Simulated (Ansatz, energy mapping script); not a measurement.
## GaCo: exchange couplings from total energies

How strongly do the moments of GaCo couple under r²SCAN? The plan is to run several orders and fit a Heisenberg model.

Method: r²SCAN; plane waves, collinear spin, no spin–orbit coupling, in Ansatz 0.2.0.

In doubt: warnings of the run leave room for a lower electronic state (step 5), so energies may not be the lowest and differences between runs may mislead.

## Step 1: The structure

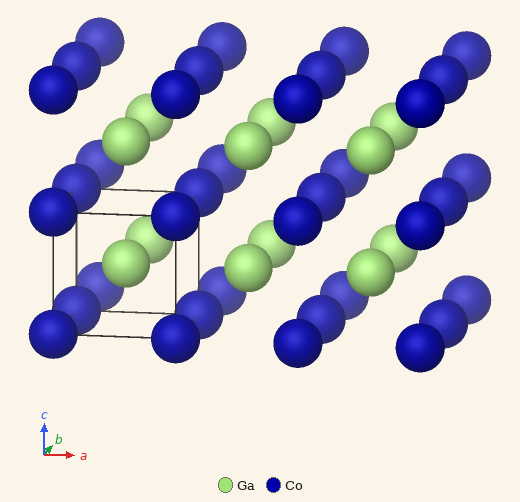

The cell as given, slightly off an axis (gallium green, cobalt blue). 3×2×2 cells are drawn. Some periodic images of atoms are drawn too.

The meta-GGA has less self-interaction than a GGA and tends to give larger moments than a GGA does.

## Step 2: Run 1 (parallel; cell A, 4 atoms)

The parallel order is the zero of energy for this cell and mesh.

input.yaml reads:

```yaml
crystal:
  lattice:
    - [-2.878, 0.0, -2.878]
    - [0.0, -2.878, -2.878]
    - [-2.878, -2.878, 0.0]
  atoms:
    - { symbol: Ga, position: [0.25, 0.25, 0.25] }
    - { symbol: Ga, position: [0.75, 0.75, 0.75] }
    - { symbol: Co, position: [0.5, 0.5, 0.5], spin: 2.0 }
    - { symbol: Co, position: [0.0, 0.0, 0.0], spin: 2.0 }
magnetization:
  spin_polarized: true
kpoints:
  mp_grid: { grid: [12, 12, 12] }
hamiltonian:
  xc: r2scan
scf:
  occupations: { method: fermi_dirac, width: 0.1 }
output:
  eigenvalues: true
```

Launch:

```
ansatz run input.yaml --threads 4 --pin off --max-ram 8192MiB --backend cpu --events-out ev --progress --plain --runs-dir out
```

Numbers of over 12 decimals in the logs are rounded to 6 here.

The program printed:

```text
Engine: ansatz 0.2.0, aarch64-unknown-linux-gnu
Pseudopotentials: kind: paw
Pseudopotential: Ga, paw, valence charge 13, recommended cutoff 500 eV (meta_gga), Ga.paw.azcp
Pseudopotential: Co, paw, valence charge 17, recommended cutoff 500 eV (meta_gga), Co.paw.azcp
Functional definition: r2SCAN
  parameter k0 = 0.174
  parameter k1 = 0.065
  parameter a1 = 4.9479
  exchange = r2scan_x(k0 = k0, k1 = k1, a1 = a1)
  correlation = r2scan_c
Crystal: 4 atoms, lattice volume = 47.676 Å³
Basis set: ecut = 500 eV, 1243 PW (Γ), exchange–correlation on 120×120×120 points (64 copies of the dense FFT grid, shifted against one another)
Bands: 39, of which v1, the nominal top of the filled ones, is band 30 counted from 1 (29 counted from 0)
Symmetry: 96 space group operations
Space group: Pm-3m (ITA 221), of the structure as read, at distance tolerance 3.6e-5 Å
Magnetic group: BNS 221.92 (UNI 1594), of the structure as read, at distance tolerance 3.6e-5 Å
k-points: 72 of 1728
Non-local potential: Ga, projectors of the file, l = 0: 2, l = 1: 2, l = 2: 3, l = 3: 1
Non-local potential: Co, projectors of the file, l = 0: 3, l = 1: 2, l = 2: 3, l = 3: 1
PAW form: soft (Blöchl's): semilocal exchange-correlation on the pseudo side does not see the compensation charge
PAW frozen core: Ga, regenerated for the run's functional (the file was generated under x = pbe(κ = 0.804, μ = 0.219515), c = pbe(β = 0.066725))
PAW frozen core: Co, regenerated for the run's functional (the file was generated under x = pbe(κ = 0.804, μ = 0.219515), c = pbe(β = 0.066725))
PAW one-centre angular grid: Ga, 590 points (default); XC on 160 Gauss nodes
PAW one-centre angular grid: Co, 590 points (default); XC on 160 Gauss nodes
Initial density: superposition of atomic densities (chi_scale 0.1, normalization cell)
Starting moments: Σ|m| = 4 μB on 2 of 4 sites
Initial wavefunctions: pseudopotential atomic-orbital guess
Functional: x = r2scan, c = r2scan; τ floored in thin density (d = 2e-4 eV/Å³)
iter 1 solved again at ethr=1.23e-3 eV; its pass at ethr=3.10e-3 eV (dr2=7.36e-1 eV) is discarded
SCF iter   1: F=—  HF=-17841.008772 eV  |F-HF|=—  |Δ(HF+E_count)|=         —  Δρ=3.08e-2 (↑3.08e-2 ↓2.57e-2)  dr2=7.70e-1  dr2_τ=1.97e-2  dr2_m=8.55e-2  M=3.003 μB ∫|m|=3.679 μB  β_m=1.00  ethr=1.23e-3  ⟨swp⟩=3.0  Hψ=29552  notcnv=0
Mixer restart at iter 1: flushing history
preconditioner: auto → Kerker (q_TF=auto, 2.835 Å⁻¹)  [metal: Δε(μ)=0.028 eV  Ē_g=14.191 eV  σ=0.100 eV  W_gap=0.07  n_scr=14 (ndim 8)  ℏωp=35.7 eV  f_vac=0.000  D(μ)=4.23/eV (n_scr^D=58)]
spin=Collinear: Kerker preconditioning applied to the charge; magnetization (m = ρ↑ − ρ↓) channel mixes plain (no charge-response kernel on spin).
SCF iter   2: F=—  HF=-17841.406483 eV  |F-HF|=—  |Δ(HF+E_count)|=   3.98e-1  Δρ=2.14e-2 (↑1.58e-2 ↓2.14e-2)  dr2=6.08e-1  dr2_τ=3.22e-3  dr2_m=1.13e-2  M=2.772 μB ∫|m|=3.609 μB  β_m=1.00  ethr=1.23e-3  ⟨swp⟩=3.2  Hψ=9866  notcnv=0  defer=45  κ⁻¹=1.0e0(r=1)
SCF iter   3: F=—  HF=-17842.092130 eV  |F-HF|=—  |Δ(HF+E_count)|=   6.86e-1  Δρ=2.27e-2 (↑1.37e-2 ↓2.27e-2)  dr2=5.87e-1  dr2_τ=1.41e-3  dr2_m=2.33e-2  M=2.651 μB ∫|m|=3.505 μB  β_m=1.00  ethr=1.01e-3  ⟨swp⟩=2.0  Hψ=7657  notcnv=0  defer=258  κ⁻¹=1.3e-2(r=2)
SCF iter   4: F=—  HF=-17843.201247 eV  |F-HF|=—  |Δ(HF+E_count)|=    1.11e0  Δρ=1.94e-2 (↑1.11e-2 ↓1.94e-2)  dr2=4.70e-1  dr2_τ=8.86e-4  dr2_m=1.95e-2  M=2.385 μB ∫|m|=3.231 μB  β_m=1.00  ethr=9.78e-4  ⟨swp⟩=2.3  Hψ=7771  notcnv=0  defer=260  κ⁻¹=7.1e-3(r=3)
SCF iter   5: F=—  HF=-17844.124991 eV  |F-HF|=—  |Δ(HF+E_count)|=   9.24e-1  Δρ=7.80e-3 (↑7.49e-3 ↓7.80e-3)  dr2=1.13e-1  dr2_τ=2.08e-3  dr2_m=8.16e-4  M=1.700 μB ∫|m|=2.455 μB  β_m=1.00  ethr=7.83e-4  ⟨swp⟩=3.5  Hψ=12963  notcnv=0  defer=270  κ⁻¹=1.4e-3(r=4)
SCF iter   6: F=—  HF=-17844.292226 eV  |F-HF|=—  |Δ(HF+E_count)|=         —  Δρ=2.59e-2 (↑2.59e-2 ↓1.64e-2)  dr2=2.34e-2  dr2_τ=1.60e-3  dr2_m=1.91e-1  M=1.174 μB ∫|m|=1.828 μB  β_m=1.00  ethr=1.88e-4  ⟨swp⟩=2.2  Hψ=10034  notcnv=0  defer=281
Mixer restart at iter 6: flushing history
SCF iter   7: F=—  HF=-17844.288801 eV  |F-HF|=—  |Δ(HF+E_count)|=   3.42e-3  Δρ=1.12e-2 (↑1.12e-2 ↓2.83e-3)  dr2=2.25e-2  dr2_τ=7.90e-4  dr2_m=1.63e-2  M=1.088 μB ∫|m|=1.698 μB  β_m=1.00  ethr=3.89e-5  ⟨swp⟩=2.0  Hψ=9693  notcnv=0  defer=281  κ⁻¹=1.0e0(r=1)
[...]
SCF iter  10: F=—  HF=-17844.339219 eV  |F-HF|=—  |Δ(HF+E_count)|=   5.20e-4  Δρ=9.71e-4 (↑7.30e-4 ↓9.71e-4)  dr2=3.23e-4  dr2_τ=1.06e-5  dr2_m=9.65e-5  M=0.927 μB ∫|m|=1.415 μB  β_m=1.00  ethr=2.03e-6  ⟨swp⟩=2.0  Hψ=8833  notcnv=0  defer=286  κ⁻¹=6.6e-4(r=4)
SCF iter  11: F=—  HF=-17844.340085 eV  |F-HF|=—  |Δ(HF+E_count)|=   8.66e-4  Δρ=8.68e-4 (↑2.61e-4 ↓8.68e-4)  dr2=2.29e-4  dr2_τ=3.55e-6  dr2_m=6.84e-5  M=0.916 μB ∫|m|=1.399 μB  β_m=1.00  ethr=5.39e-7  ⟨swp⟩=2.1  Hψ=10062  notcnv=0  defer=287  κ⁻¹=1.0e-4(r=5)
SCF iter  12: F=—  HF=-17844.340050 eV  |F-HF|=—  |Δ(HF+E_count)|=   3.49e-5  Δρ=7.28e-4 (↑2.66e-4 ↓7.28e-4)  dr2=1.37e-4  dr2_τ=2.75e-6  dr2_m=6.28e-5  M=0.916 μB ∫|m|=1.400 μB  β_m=1.00  ethr=3.82e-7  ⟨swp⟩=1.0  Hψ=5627  notcnv=0  defer=287  κ⁻¹=4.7e-6(r=6)
SCF iter  13: F=—  HF=-17844.340613 eV  |F-HF|=—  |Δ(HF+E_count)|=   5.63e-4  Δρ=3.37e-4 (↑1.16e-4 ↓3.37e-4)  dr2=6.23e-5  dr2_τ=1.41e-7  dr2_m=7.19e-6  M=0.892 μB ∫|m|=1.362 μB  β_m=1.00  ethr=2.29e-7  ⟨swp⟩=2.0  Hψ=9999  notcnv=0  defer=287  κ⁻¹=1.2e-6(r=7)
SCF iter  14: F=—  HF=-17844.340649 eV  |F-HF|=—  |Δ(HF+E_count)|=   3.61e-5  Δρ=4.63e-5 (↑3.43e-5 ↓4.63e-5)  dr2=1.33e-6  dr2_τ=3.37e-8  dr2_m=2.11e-7  M=0.883 μB ∫|m|=1.347 μB  β_m=1.00  ethr=1.04e-7  ⟨swp⟩=2.0  Hψ=9434  notcnv=0  defer=286  κ⁻¹=7.6e-7(r=8)
SCF iter  15: F=—  HF=-17844.340658 eV  |F-HF|=—  |Δ(HF+E_count)|=   8.43e-6  Δρ=2.16e-5 (↑2.00e-5 ↓2.16e-5)  dr2=3.65e-7  dr2_τ=1.12e-8  dr2_m=1.23e-8  M=0.882 μB ∫|m|=1.346 μB  β_m=1.00  ethr=2.22e-9  ⟨swp⟩=2.0  Hψ=10047  notcnv=0  defer=286  κ⁻¹=1.5e-6(r=8)
SCF iter  16: F=—  HF=-17844.340663 eV  |F-HF|=—  |Δ(HF+E_count)|=   5.24e-6  Δρ=3.54e-5 (↑3.54e-5 ↓7.15e-6)  dr2=3.50e-7  dr2_τ=5.06e-9  dr2_m=1.61e-7  M=0.880 μB ∫|m|=1.344 μB  β_m=1.00  ethr=6.09e-10  ⟨swp⟩=2.3  Hψ=10135  notcnv=0  defer=286  κ⁻¹=2.3e-6(r=8)
SCF iter  17: F=—  HF=-17844.340663 eV  |F-HF|=—  |Δ(HF+E_count)|=   1.78e-7  Δρ=9.80e-6 (↑9.80e-6 ↓4.44e-6)  dr2=1.73e-8  dr2_τ=7.94e-10  dr2_m=1.81e-8  M=0.880 μB ∫|m|=1.343 μB  β_m=1.00  ethr=5.83e-10  ⟨swp⟩=2.0  Hψ=8328  notcnv=0  defer=286  κ⁻¹=1.3e-5(r=8)
SCF iter  18: F=—  HF=-17844.340663 eV  |F-HF|=—  |Δ(HF+E_count)|=   1.97e-7  Δρ=1.29e-5 (↑1.29e-5 ↓1.16e-5)  dr2=2.13e-9  dr2_τ=9.09e-10  dr2_m=6.37e-8  M=0.880 μB ∫|m|=1.343 μB  β_m=1.00  ethr=2.89e-11  ⟨swp⟩=6.8  Hψ=21104  notcnv=0  κ⁻¹=5.6e-7(r=8)
SCF iter  19: F=-17844.340663 eV  HF=-17844.340663 eV  |F-HF|=5.00e-9  |Δ(HF+E_count)|=   8.03e-8  Δρ=4.21e-6 (↑4.21e-6 ↓2.22e-6)  dr2=2.00e-9  dr2_τ=8.39e-11  dr2_m=4.00e-9  M=0.880 μB ∫|m|=1.343 μB  ethr=3.55e-12  ⟨swp⟩=3.9  Hψ=15842  notcnv=0
SCF 1 converged in 19 iterations: F = -17844.340663 eV  dr2 = 2.00e-9
  greatest PAW one-centre occupation: 1.004 electrons in one spin orbital (limit 2), on the Co atom at site 3 (counted from 0), in its partial waves of l = 1
this state was not tested for a lower state beside it, because the mixer in use, unlike msr1, does not test its closes by its own steps (another_mixer; see scf.mixing.algorithm and scf.lower_state_search)
SCF converged after 19 iterations
Magnetization: 0.8797 μB (30.4398 up, 29.5602 down)
Absolute magnetization: 1.3418 μB (∫|ρ↑−ρ↓|, with the PAW one-centre terms)
Spin contamination: 0.0953 ħ² per cell (⟨S²⟩ above its minimum at these occupations)
Per-site moments (μB) at R_I (Å): [(-0.028714, 1.028124), (-0.028714, 1.028124), (0.550408, 1.028124), (0.550408, 1.028124)]
Free energy (F): -17844.340663 eV
Harris-Foulkes:  -17844.340663 eV  (|F-HF|=5.00e-9)
Internal energy: -17844.274238 eV  (E = F + TS)
E sigma→0 (E₀):  -17844.307451 eV
Entropy (-TS):   -0.066425 eV (-16.606 meV/atom)
Fermi energy:    16.543991 eV
--- Per-component energies (eV) ---
  E_band       = -495.187086
  E_kinetic    = 1146.566140
  E_local      = -8981.112569  (includes V_loc(G=0)·N_el)
  E_nonlocal   = 1780.235308
  E_hartree    = 3994.077461
  E_xc         = -440.975146
  E_vxc        = -581.204722  (∫ρ·V_xc dr)
  E_paw        = -7065.936076  (= ΣΔE_a)
  E_vpaw       = -1883.962561  (= ΣTr[D̂ρ^β])
  E_aug_tail   = 0.000011  (compensation charges beyond the density's cutoff)
  E_vtau       = 36.140812  (kinetic-family band-sum trace: ∫τ·v_τ [+ j·A + Jᵃ·Aᵃ] dr)
  E_ewald      = -8275.232815
  E_core_change = -1.896552  (= ΣΔE_core)
  E_smearing   = -0.066425  (= −TS)
  E_closure    = 0.000000  (closes the sum)
  Σ components = -17844.340663   (vs F -17844.340663, Δ=0.00e0)
--- Band table (eV; the first three rows and the last of 144) ---
  k-point 0 ↑: bands = [... 26 lower, 15.7408, 15.9006, 15.9006, 17.8099, 20.7318, 20.7318, 20.7318, 21.5776, ... 5 higher]
  k-point 1 ↑: bands = [... 26 lower, 15.7093, 15.8338, 15.8338, 17.9395, 19.4786, 20.3703, 20.3703, 22.0342, ... 5 higher]
  k-point 2 ↑: bands = [... 26 lower, 15.6135, 15.6501, 15.6501, 17.5625, 18.8481, 19.9442, 19.9442, 21.4969, ... 5 higher]
  k-point 71 ↓: bands = [... 26 lower, 15.2738, 15.2738, 15.7976, 15.7976, 17.6344, 17.6344, 21.8130, 21.8130, ... 5 higher]
```

The job ended after 16 s (4 threads of Arm Neoverse V2, shared host; peak memory 0.67 GiB).

Reading the cycles: dr2 is the Hartree energy of the density residual (eV), the measure of convergence; HF is the Harris–Foulkes estimate of the energy, which meets the free energy F at convergence.

Spin moment in the sphere by atom:

| atom | spin moment in the sphere (μB) |
| --- | --- |
| Ga1 | -0.029 |
| Ga2 | -0.029 |
| Co3 | 0.550 |
| Co4 | 0.550 |

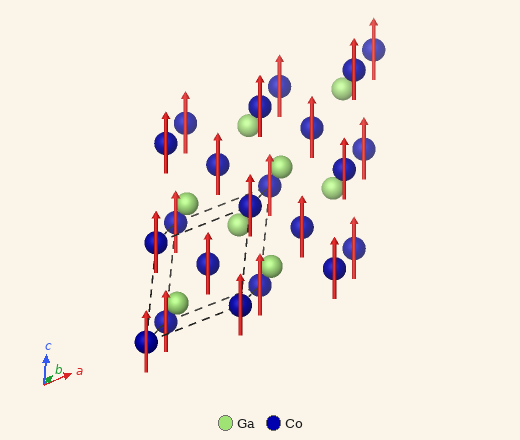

Spin moment in the sphere as arrows, the longest 0.550 μB. Up and down stand for the sign. Arrows give size and sign along the axis of quantisation, drawn up and down the page. 2×1×2 cells are drawn. Some periodic images of atoms are drawn too.

The run ends ferromagnetic.

## Step 3: Compensated +− start in cell A (4 atoms)

This order reverses 6 of the 6 neighbours at 2.88 Å and 0 of the 12 neighbours at 4.07 Å, counted for an average magnetic atom.

input.yaml, as its differences from that of step 2:

```diff
@@ -9,3 +9,3 @@
     - { symbol: Co, position: [0.5, 0.5, 0.5], spin: 2.0 }
-    - { symbol: Co, position: [0.0, 0.0, 0.0], spin: 2.0 }
+    - { symbol: Co, position: [0.0, 0.0, 0.0], spin: -2.0 }
 magnetization:
```

The program printed:

```text
[...]
Crystal: 4 atoms, lattice volume = 47.676 Å³
Basis set: ecut = 500 eV, 1243 PW (Γ), exchange–correlation on 120×120×120 points (64 copies of the dense FFT grid, shifted against one another)
Bands: 39, of which v1, the nominal top of the filled ones, is band 30 counted from 1 (29 counted from 0)
Symmetry: 48 space group operations
[...]
k-points: 72 of 1728
[...]
Starting moments: Σ|m| = 4 μB on 2 of 4 sites
Starting magnetic order: antiferromagnet; a translation exchanges its spin sublattices: spin-degenerate at every k-point
[...]
SCF iter  33: F=-17844.292846 eV  HF=-17844.292846 eV  |F-HF|=2.29e-10  |Δ(HF+E_count)|=   1.65e-9  Δρ=8.34e-7 (↑8.34e-7 ↓8.34e-7)  dr2=8.40e-10  dr2_τ=3.06e-12  dr2_m=4.67e-12  M=0.000 μB ∫|m|=0.000 μB  ethr=1.24e-11  ⟨swp⟩=3.0  Hψ=6177  notcnv=0
SCF 1 converged in 33 iterations: F = -17844.292846 eV  dr2 = 8.40e-10
[...]
Starting moments: Σ|m| = 4 μB on 2 of 4 sites; this step starts from the density that it was given
[...]
the translation (0.5, 0.5, 0.5) carries every atom to within crystal.symmetry.tolerance of an atom of its element with the starting moment reversed, but both spin channels are solved: the run starts from a saved state that isn't shown to keep it, or this solve from the single point that its walk made first
[...]
SCF 2 converged in 7 iterations: F = -17844.340663 eV  dr2 = 2.76e-10
[...]
SCF 3 converged in 2 iterations: F = -17844.340663 eV  dr2 = 1.65e-10
[...]
WARN: the starting moments were not kept: 1 of 2 ended reversed and 1 kept their direction, counting a site from 0.1 of the cell's largest site moment. The largest reversed, site 2 (counted from 0, in the order of the report's site_moments_mub), started with +2.0 μB and closes at -5.5e-1 μB in its sphere. The starting moments cancel, and the net magnetisation is 8.8e-1 μB in size, over 0.1 of its absolute magnetisati [...]
at 1 of the mixer's solves, all of them in the SCFs whose states led to this one, it left a direction of its history that read negative out of its fit and stepped the other way along it
SCF converged after 2 iterations
Stability not told: the lowest value that the SCF's own minimisation read on its close, 1.4e-1 (residual 2.7e-7), is positive but too near zero to vouch for directions that it does not look along: no lower mode is shown, and none is ruled out
Magnetization: -0.8796 μB (29.5602 up, 30.4398 down)
Absolute magnetization: 1.3417 μB (∫|ρ↑−ρ↓|, with the PAW one-centre terms)
[...]
Per-site moments (μB) at R_I (Å): [(0.028712, 1.028124), (0.028712, 1.028124), (-0.550377, 1.028124), (-0.550377, 1.028124)]
Free energy (F): -17844.340663 eV
[...]
Internal energy: -17844.274238 eV  (E = F + TS)
E sigma→0 (E₀):  -17844.307451 eV
Entropy (-TS):   -0.066425 eV (-16.606 meV/atom)
Fermi energy:    16.544005 eV
[...]
--- Band table (eV; the first three rows and the last of 144) ---
  k-point 0 ↑: bands = [... 26 lower, 16.0668, 17.4336, 17.4336, 17.7888, 20.5506, 20.5506, 20.5506, 21.7312, ... 5 higher]
  k-point 1 ↑: bands = [... 26 lower, 16.0331, 17.3260, 17.3260, 17.9559, 19.4126, 20.3193, 20.3193, 22.0441, ... 5 higher]
  k-point 2 ↑: bands = [... 26 lower, 15.9371, 17.0391, 17.0391, 17.6610, 18.7958, 20.0353, 20.0353, 21.6077, ... 5 higher]
  k-point 71 ↓: bands = [... 26 lower, 14.9882, 14.9882, 15.4874, 15.4874, 16.2222, 16.2222, 21.7326, 21.7326, ... 5 higher]
```

The job ended after 76 s (4 threads; peak memory 1.3 GiB).

Spin moment in the sphere by atom:

| atom | spin moment in the sphere (μB) |
| --- | --- |
| Ga1 | 0.029 |
| Ga2 | 0.029 |
| Co3 | -0.550 |
| Co4 | -0.550 |

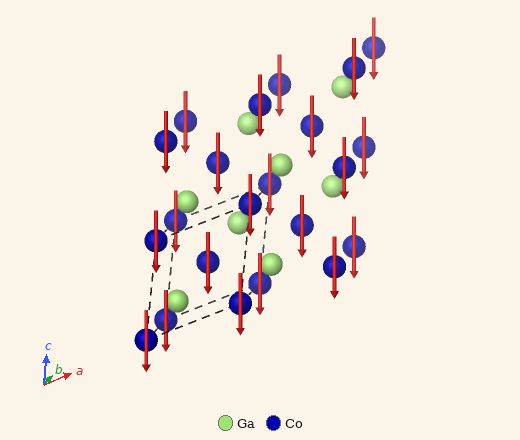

Spin moment in the sphere as arrows, the longest 0.550 μB. Up and down stand for the sign. Arrows give size and sign along the axis of quantisation, drawn up and down the page. 2×1×2 cells are drawn. Some periodic images of atoms are drawn too.

The run ends ferromagnetic, not as typed: a moment turned or collapsed in the SCF or in the program's search for a lower state.

## Step 4: Order 3: parallel, cell B of 4 atoms

A new cell needs its own zero of energy.

This run holds the same structure in another cell (a 4.070 → 2.878 Å, b 4.070 → 2.878 Å, c 4.070 → 5.756 Å, α 60.0 → 90.0°, β 60.0 → 90.0°, γ 60.0 → 90.0°).

input.yaml, the sections that differ from step 3:

```yaml
crystal:
  lattice:
    - [2.878, 0.0, 0.0]
    - [0.0, 2.878, 0.0]
    - [0.0, 0.0, 5.756]
  atoms:
    - { symbol: Ga, position: [0.5, 0.5, 0.25] }
    - { symbol: Ga, position: [0.5, 0.5, 0.75] }
    - { symbol: Co, position: [0.0, 0.0, 0.0], spin: 2.0 }
    - { symbol: Co, position: [0.0, 0.0, 0.5], spin: 2.0 }
kpoints:
  mp_grid: { grid: [13, 13, 7] }
# magnetization, hamiltonian, scf, output: as in step 3
```

The program printed:

```text
[...]
Crystal: 4 atoms, lattice volume = 47.676 Å³
Basis set: ecut = 500 eV, 1229 PW (Γ), exchange–correlation on 96×96×180 points (64 copies of the dense FFT grid, shifted against one another)
Bands: 39, of which v1, the nominal top of the filled ones, is band 30 counted from 1 (29 counted from 0)
Symmetry: 32 space group operations
[...]
k-points: 112 of 1183
[...]
k-point 0 ↑: bands = [... 26 lower, 15.6842, 15.9714, 15.9714, 16.0484, 17.0754, 22.2459, 22.2459, 22.2542, ... 5 higher]
  k-point 1 ↑: bands = [... 26 lower, 15.6842, 15.9142, 15.9142, 16.0484, 17.0858, 21.4677, 22.4228, 22.4228, ... 5 higher]
  k-point 2 ↑: bands = [... 26 lower, 15.6843, 15.7750, 15.7750, 16.0484, 17.1615, 19.9433, 22.9285, 22.9285, ... 5 higher]
  k-point 111 ↓: bands = [... 26 lower, 15.8015, 16.5413, 16.6365, 17.3211, 17.5854, 17.9289, 18.8064, 19.0716, ... 5 higher]
[key lines of the parts left out:]
SCF converged after 2 iterations
Magnetization: 0.0000 μB (30.0000 up, 30.0000 down)
Free energy (F): -17844.398980 eV
Fermi energy:    16.624154 eV
```

It took 1.8 min on 4 threads; peak memory 1.7 GiB; 6.9 min of CPU time.

The run ends antiferromagnetic, not as typed: a moment turned or collapsed in the SCF or in the program's search for a lower state.

## Step 5: Run 4 (parallel; cell C, 4 atoms)

A new cell needs its own zero of energy.

This run holds the same structure in another cell (b 2.878 → 4.070 Å, c 5.756 → 4.070 Å).

input.yaml, the sections that differ from step 4:

```yaml
crystal:
  lattice:
    - [-2.878, 0.0, 0.0]
    - [0.0, 2.878, 2.878]
    - [0.0, 2.878, -2.878]
  atoms:
    - { symbol: Ga, position: [0.5, 0.5, 0.0] }
    - { symbol: Ga, position: [0.5, 0.0, 0.5] }
    - { symbol: Co, position: [0.0, 0.0, 0.0], spin: 2.0 }
    - { symbol: Co, position: [0.0, 0.5, 0.5], spin: 2.0 }
kpoints:
  mp_grid: { grid: [13, 10, 10] }
# magnetization, hamiltonian, scf, output: as in step 4
```

The program printed:

```text
[...]
Crystal: 4 atoms, lattice volume = 47.676 Å³
Basis set: ecut = 500 eV, 1243 PW (Γ), exchange–correlation on 96×120×120 points (64 copies of the dense FFT grid, shifted against one another)
Bands: 39, of which v1, the nominal top of the filled ones, is band 30 counted from 1 (29 counted from 0)
Symmetry: 32 space group operations
[...]
k-points: 147 of 1300
[...]
k-point 0 ↑: bands = [... 26 lower, 15.2433, 15.7380, 15.7380, 15.7380, 15.8629, 18.9979, 19.8451, 22.2647, ... 5 higher]
  k-point 1 ↑: bands = [... 26 lower, 15.2548, 15.6733, 15.6889, 15.7252, 15.9457, 19.1473, 20.2356, 21.8600, ... 5 higher]
  k-point 2 ↑: bands = [... 26 lower, 15.2883, 15.4800, 15.5637, 15.6884, 16.1976, 19.2856, 20.9477, 21.2894, ... 5 higher]
  k-point 146 ↓: bands = [... 26 lower, 15.5339, 15.5339, 15.5488, 15.5488, 17.4070, 17.4070, 19.3141, 19.3141, ... 5 higher]
[key lines of the parts left out:]
SCF converged after 18 iterations
Magnetization: 0.8877 μB (30.4438 up, 29.5562 down)
Free energy (F): -17844.340482 eV
Fermi energy:    16.541811 eV
```

Wall time 28 s (4 threads); peak memory 0.84 GiB; 1.8 min of CPU time.

The run ends ferromagnetic. For each magnetic atom its energy differs from the parallel run of the first cell by 0.28 meV, an error that one common reference would have brought in.

[end of part 1 of 2]

[Logs and program files are shortened in this print: banners, set-up blocks, solver, clock and traceback lines can be left out without a mark of their own.]

[Logs are printed without paths, hosts, clocks, repeated set-up lines and the standing remarks that a program may print on its own settings, such as how far it seeks lower states.]

[Hosts, paths, dates, database ids (printed as entryN), source tags and the programs' standing remarks are cut or masked in the printed files.]

[Where a cell is said to come from a database of computed structures, the database is the Materials Project.]
